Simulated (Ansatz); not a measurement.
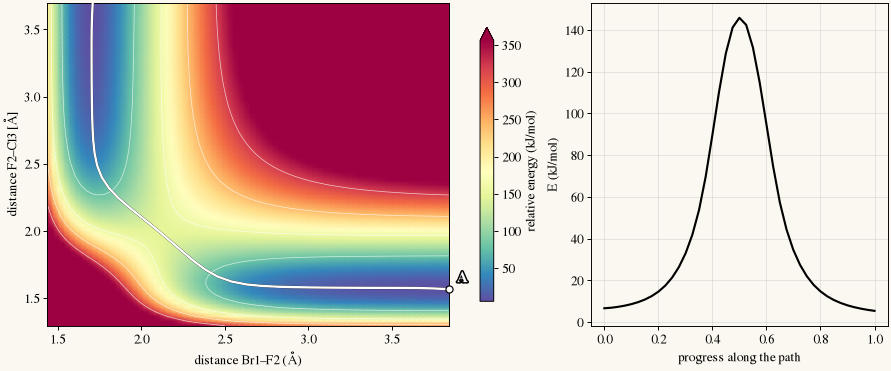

The system Br⁻ + FCl. First axis: distance Br1–F2. Second axis: distance F2–Cl3. Nothing is relaxed (the angle Br1–F2–Cl3 is fixed at 180 degrees). The grid has 13 × 13 points. Points are written as (first, second). Energies: kJ/mol, counted from Br with charge -1 far from the relaxed FCl (each part in its own basis). The reference is spin-restricted, so regions where a bond is pulled apart into radicals lie too high. These are results of RHF/def2-TZVPD (Ansatz), not measurements.

The picture shows a smooth colour map with a few white contour lines, a line along the lowest path, one colour for all values above the top of the scale, the energy along the path at the right, the start A. Between grid points the surface is interpolated.

Describe the path and its barrier.

Answer. The easiest path runs from the side where the first distance is long, about (3.84 Å, 1.57 Å), to the side where the second distance is long, about (1.71 Å, 3.70 Å). Its highest point, at about (2.12 Å, 1.98 Å), lies about 139 kJ/mol above the start and 140 kJ/mol above the end on the interpolated surface. An end on the edge of the scan is no minimum, so the barrier from there is a lower bound.
